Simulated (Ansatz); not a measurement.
**[OF2]+ (SMILES F[O+]F) at UPBE0/STO-3G**

What is the energy change on altering one bond length of [OF2]+ at UPBE0/STO-3G? 

The results are computed with Ansatz 0.2.0.

18 further runs of the same task are left out: 15 that didn't finish, 3 set aside as unsound or not needed.

### 1 The structure to begin with

[OF2]+ has 3 atoms, charge +1, and is taken as a doublet. As SMILES, `F[O+]F`. The coordinates come from a PBE0-D4/def2-TZVP relaxation.

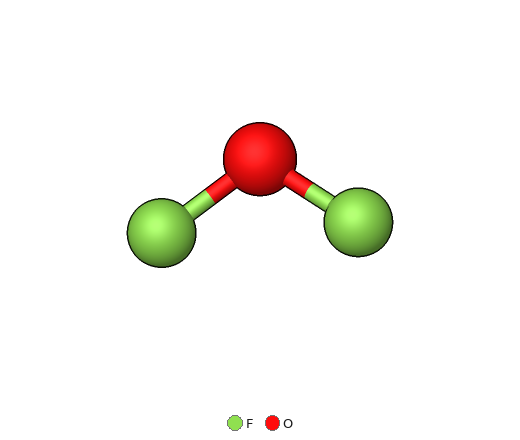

The structure, seen from a chosen angle (fluorine green, oxygen red).

### 2 The energy at UPBE0/STO-3G

File molecule.yaml:

```yaml
crystal:
  periodic: [false, false, false]
  atoms:
    - {symbol: F, position_ang: [0.920200, -0.309010, 0.473410]}
    - {symbol: O, position_ang: [0.000640, 0.505210, 0.055670]}
    - {symbol: F, position_ang: [-0.920840, -0.196190, -0.529090]}
basis:
  gaussian: {orbitals: STO-3G}
total_charge: 1
magnetization: {spin_polarized: true, initial_magnetization: 1}
hamiltonian: {xc: {name: PBE0}}
accuracy: high
```

The run is started by

```console
$ ansatz run molecule.yaml --threads 1 --pin off --max-ram 3480MiB --events-out events.jsonl --progress --plain --runs-dir runs
```

Output:

```text
Warning: RAYON_NUM_THREADS=1 ignored (pool sized by the plan → 1); use --threads N
Functional definition: PBE0
  name "PBE0"
  parameter a = 0.25
  parameter kappa = 0.804
  parameter beta = 0.06672455060314922
  exchange = (1 - a)*pbe_x(kappa = kappa, mu = beta*pi^2/3) + a*exact_x
  correlation = pbe_c(beta = beta)
250 factors; integrals over basis functions are off by at most 5.4e-8 eV
mean field evaluation 1: about -7352.2839 eV, gradient 1.9e1 eV
mean field evaluation 2: about -7349.0338 eV, gradient 3.1e1 eV
mean field evaluation 4: about -7354.1688 eV, gradient 2.1e-1 eV
mean field evaluation 8: about -7354.1970 eV, gradient 1.8e-2 eV
mean field evaluation 16: about -7354.1970 eV, gradient 2.0e-6 eV
mean field -7354.19695686 eV, -270.2617533108 hartree, gradient 1.7e-8 eV, S^2 0.750424; 0 other end points of the search recorded, 0 dependent functions left out
reference -7354.19695725 eV, -270.2617533251 hartree; 13, 12 occupied and 2, 3 virtual orbitals, 250 factors
Total energy: -7354.19695725 eV, -270.2617533251 hartree
```

Run time: 0.92 s. Hardware: 1 thread of Arm Neoverse V2, shared host; peak memory 0.11 GiB.

### 3 The distorted shape

File run.yaml:

```yaml
crystal:
  periodic: [false, false, false]
  atoms:
    - {symbol: F, position_ang: [1.150121, -0.512593, 0.577859]}
    - {symbol: O, position_ang: [0.000640, 0.505210, 0.055670]}
    - {symbol: F, position_ang: [-0.920840, -0.196190, -0.529090]}
basis:
  gaussian: {orbitals: STO-3G}
total_charge: 1
magnetization: {spin_polarized: true, initial_magnetization: 1}
hamiltonian: {xc: {name: PBE0}}
accuracy: high
```

The run is started by

```console
$ ansatz run run.yaml --threads 1 --pin off --max-ram 3480MiB --events-out events.jsonl --progress --plain --runs-dir runs
```

Output (excerpt; [...] marks lines left out):

```text
Warning: RAYON_NUM_THREADS=1 ignored (pool sized by the plan → 1); use --threads N
[... 7 set-up lines as earlier in the session ...]
250 factors; integrals over basis functions are off by at most 4.6e-8 eV
mean field evaluation 1: about -7348.4333 eV, gradient 2.6e1 eV
mean field evaluation 2: about -7193.0728 eV, gradient 1.1e2 eV
mean field evaluation 4: about -7352.4997 eV, gradient 1.1e1 eV
mean field evaluation 8: about -7353.4877 eV, gradient 2.4e-1 eV
mean field evaluation 16: about -7353.5011 eV, gradient 1.7e-2 eV
mean field evaluation 32: about -7353.5013 eV, gradient 1.3e-7 eV
mean field -7353.50127387 eV, -270.2361874324 hartree, gradient 4.5e-8 eV, S^2 0.827100; 5 other end points of the search recorded, 0 dependent functions left out
reference -7353.50127427 eV, -270.2361874473 hartree; 13, 12 occupied and 2, 3 virtual orbitals, 250 factors
Total energy: -7353.50127427 eV, -270.2361874473 hartree
```

It took 1.5 s on 1 thread of Arm Neoverse V2, shared host; peak memory 0.11 GiB.

### 4 What came out

Level: UPBE0/STO-3G.

| quantity | value |
| --- | --- |
| first shape: total energy | -270.26175 Eh |
| first shape: ⟨S²⟩ | 0.750 |
| distorted shape: total energy | -270.23619 Eh |
| distorted shape: ⟨S²⟩ | 0.827 |
| energy change with the F1–O2 bond stretched from 1.297 to 1.622 Å | 0.696 eV |

With the F1–O2 bond stretched from 1.297 to 1.622 Å the energy rises by 0.70 eV (16.0 kcal/mol). The first shape isn't relaxed at this level, so the change isn't measured from a minimum. The minimal basis adds a large error of its own.
